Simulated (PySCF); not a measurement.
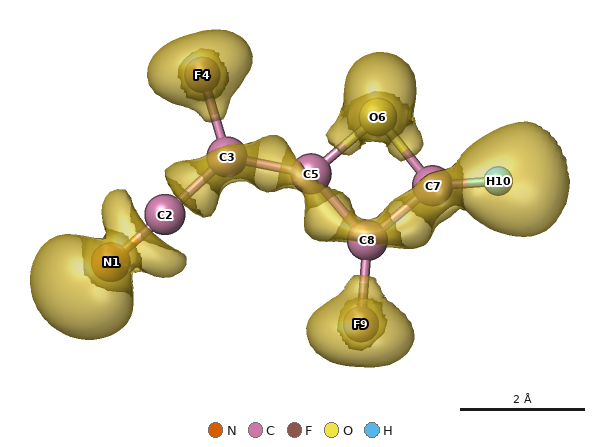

The picture shows: C₅HF₂NO (charge −1, doublet). Isosurface of the electron localisation function at 0.75 (yellow), seen at a tilt. Core shells and regions of very low density are left out.

Geometry: GFN2-xTB.

Computed with UKS B3LYP, pcH-1 on C F H N O, non-relativistic, mean-field spin-orbit, GIAO (PySCF 2.14.0, density-fitted response routines).

```xyz
10

N    -2.9250   -1.5871   -0.2932
C    -2.1849   -0.6936   -0.1675
C    -1.3432    0.3778   -0.0186
F    -1.9509    1.6223    0.0908
C     0.0435    0.3209    0.0325
O     0.9617    1.3924    0.1797
C     2.0128    0.4376    0.1198
C     1.1154   -0.5948   -0.0169
F     1.2312   -1.9462   -0.1547
H     3.0483    0.6754    0.2056
```

### What do the ELF domains correspond to?

The surface consists of two regions on F in which the atom's valence shell and bonds are merged, one region on N in which the atom's valence shell and bonds are merged, one region on O in which the atom's valence shell and bonds are merged and one joined region spread over several atoms (C, H), in which their bonds and any lone pairs are merged. Along the contacts the grid gives the following. C–N (1.17 Å): the ELF peaks at about 0.85 between the atoms: a multiple bond. C–F (1.36 Å): the ELF peaks at about 0.85 between the atoms; a polar covalent bond.
